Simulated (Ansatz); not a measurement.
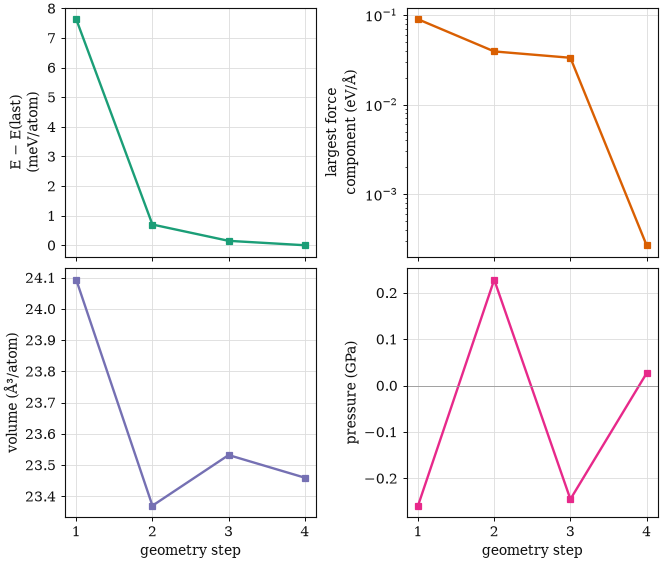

History of a geometry optimisation. Atoms and cell relax. A closing SCF on a freshly chosen basis isn't drawn.

BiP (P4/nmm, 4 atoms in the cell); Ansatz, DFT PBE+D3(BJ), scalar-relativistic, plane waves, PAW; cutoff 420 eV, 10×10×12 k-mesh, Gaussian smearing of 0.1 eV.

How did it end, and what did it gain?

The optimisation met its thresholds at geometry 4, counting the start as the first. The energy fell by about 7.6 meV/atom from the first step to the last. The largest force component goes from about 0.089 eV/Å at the start to 2.7 × 10⁻⁴ eV/Å at the end.

What happens to the cell?

The volume shrinks from 24.09 to 23.46 Å³ per atom (−2.6 %), overshooting to 23.37 at step 2, as the pressure goes from −0.26 GPa to about 0 GPa. The start was expanded.
